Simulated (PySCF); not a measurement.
C₆H₁₃N₂, SMILES CC(=NC(C)(C)C)[NH], doublet, GFN2-xTB optimised geometry. Atoms within 1.6 Å of the plane z = 0.0 Å (x, y, z in Å): C1 (2.47, 1.24, 0.00), C2 (0.97, 1.24, 0.00), N3 (0.36, 2.38, 0.00), N4 (0.37, 0.08, 0.14), C5 (-0.94, -0.39, -0.09), C6 (-1.52, 0.06, -1.45), C7 (-0.81, -1.93, -0.10), C8 (-1.88, 0.01, 1.06), H9 (2.83, 2.24, 0.21), H10 (2.83, 0.92, -0.98), H11 (2.84, 0.54, 0.74), H12 (-0.65, 2.38, -0.05), H13 (-1.68, 1.14, -1.47), H16 (-0.37, -2.26, 0.84), H17 (-1.78, -2.38, -0.22), H18 (-0.16, -2.24, -0.91), H19 (-2.03, 1.08, 1.08), H20 (-2.84, -0.48, 0.94).

Calculation: unrestricted B3LYP/def2-SVP (PySCF). Cells within 0.4 Å of a nucleus heavier than hydrogen are left out (blank, or x).

Map of the log10 of the electron density (e/bohr³), floored at −4 on the plane z = 0.0 Å:

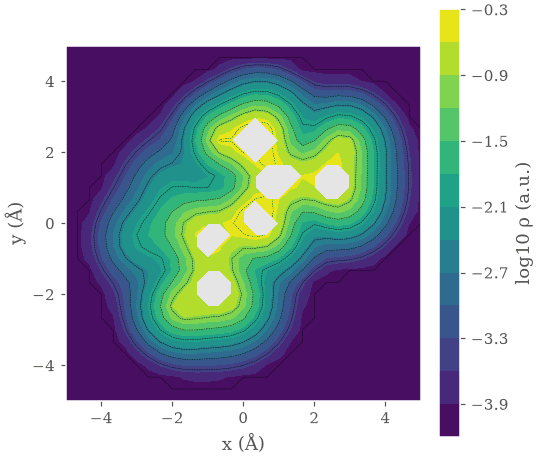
*Log10 of the electron density (e/bohr³), floored at −4 on the plane z = 0.0 Å.*
